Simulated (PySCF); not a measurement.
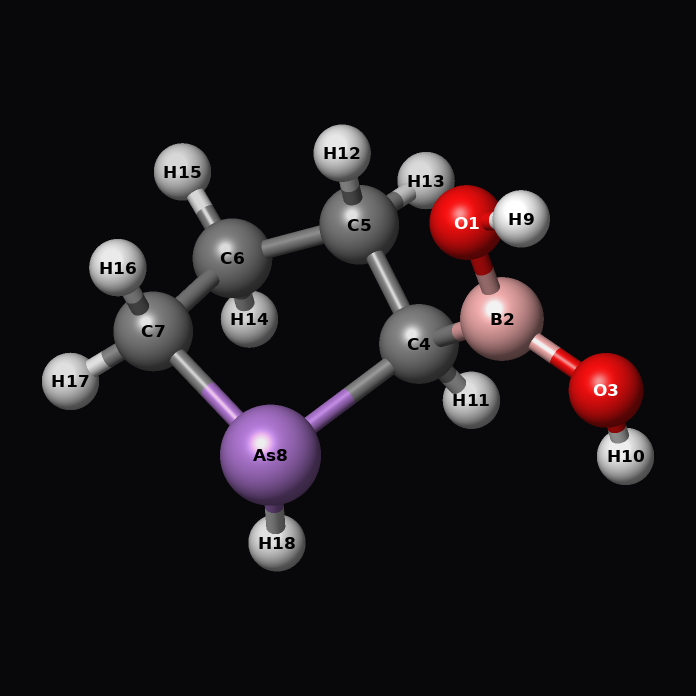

The geometry was computed by an optimisation with PBE0-D3(BJ)/def2-SVP. No frequency run is at hand to confirm it as a minimum. Method: B3LYP/pcJ-1 (pcSseg-1 on As) indirect spin-spin coupling, non-relativistic, gas phase (PySCF 2.14.0). Isotopes: 11B, 13C, 1H, 17O.

Give the spin–spin coupling constants of these pairs, with the number of bonds between them: O1/B2, B2/C4, B2/O3, B2/C5, B2/H11, B2/H9, B2/H10, B2/H12, B2/H18, B2/H13, B2/C7.

```tsv
pair	bonds apart	J (Hz)
O1, B2	1	−8.1
B2, C4	1	75.7
B2, O3	1	−8.9
B2, C5	2	−1.0
B2, H11	2	−4.7
B2, H9	2	−5.2
B2, H10	2	−1.7
B2, H12	3	5.2
B2, H18	3	2.7
B2, H13	3	0.5
B2, C7	3	0.9
```
